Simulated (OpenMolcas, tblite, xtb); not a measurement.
# A ladder of methods for AlSiNH8 (SMILES [AlH3-][NH2+][SiH3])

AlSiNH8: 11 atoms, total charge 0, spin state singlet. As SMILES, `[AlH3-][NH2+][SiH3]`. The coordinates come from a PBE0-D4/def2-TZVP relaxation.

Quantity: the dipole moment, in D. The values are calculated.

```csv
level,kind,program,value (D),CPU time
GFN2-xTB,semi-empirical,tblite,5.23,under 2 s
GFN0-xTB,semi-empirical,xtb,6.49,under 2 s
HF/def2-SVP,Hartree–Fock,OpenMolcas,5.15,7.7 s
SVWN5/def2-SVP,LDA,OpenMolcas,4.90,28 s
PBE/def2-SVP,GGA,OpenMolcas,4.89,40 s
M06-L/def2-SVP,meta-GGA,OpenMolcas,4.95,48 s
M06-2X/def2-SVP,hybrid meta-GGA,OpenMolcas,5.04,47 s
```

The values span 4.89 to 6.49 D. Magnitudes only. Times are those of the runs behind each value, whatever else they computed, on shared processors of several kinds: orders of magnitude only.

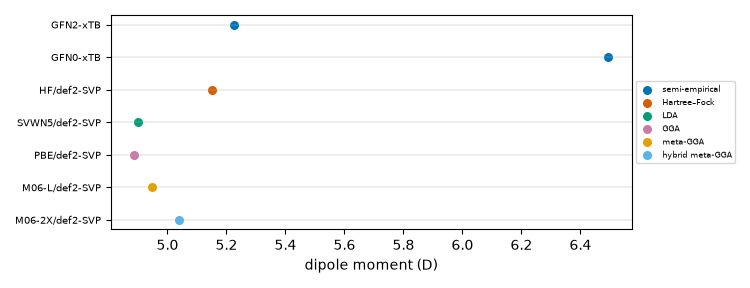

The values of the table, level by level.
